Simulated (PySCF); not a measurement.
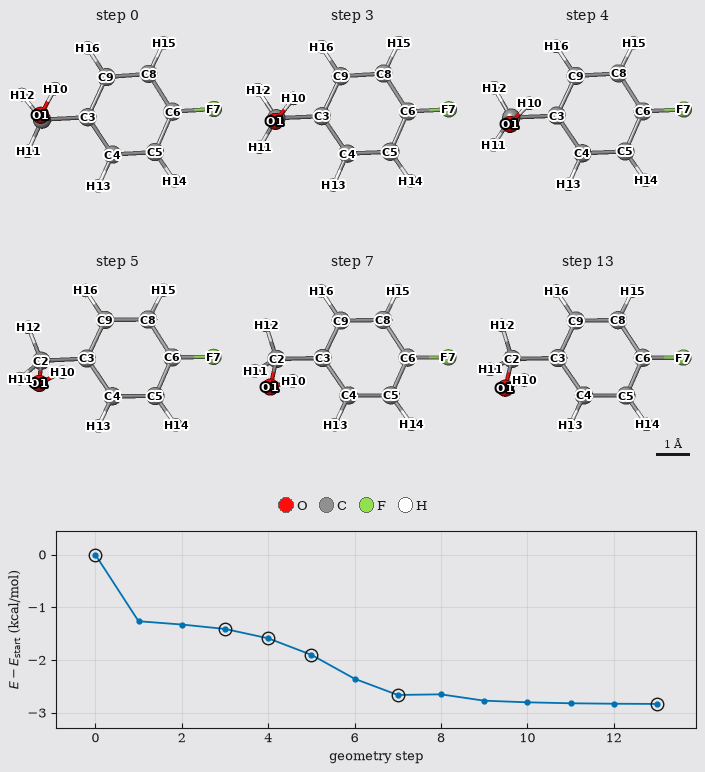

Frames of a relaxation of C7H7FO, marked on the history of the run. The picture is a ball-and-stick view, seen at a tilt.

The start comes from GFN2-xTB.

The calculation used PBE0-D3(BJ)/def2-SVP geometry optimisation, gas phase in PySCF. 

> What happens along the run?

The energy falls by 2.83 kcal/mol in 13 geometry steps. H10 moves most after the best rigid fit: 1.41 Å. By element the largest moves are H 1.41 Å, O 0.91 Å, C 0.34 Å, F 0.11 Å. Some distances before and after: C6–F7 1.349 → 1.333 Å, O1–C2 1.413 → 1.399 Å, C4–H13 1.079 → 1.092 Å, C2–H11 1.092 → 1.104 Å. Bond angles that change, for instance: H11–C2–H12 108.7° → 106.1°, O1–C2–H12 110.2° → 112.3°. Groups turn about C2–C3 by about 65°. From step 0 to 3: H10 moves most (0.34 Å), energy −1.41 kcal/mol. From step 3 to 4: H10 moves most (0.16 Å), energy −0.18 kcal/mol. From step 4 to 5: H10 moves most (0.70 Å), energy −0.31 kcal/mol. From step 5 to 7: H10 moves most (0.30 Å), energy −0.76 kcal/mol. From step 7 to 13: H10 moves most (0.12 Å), energy −0.17 kcal/mol.
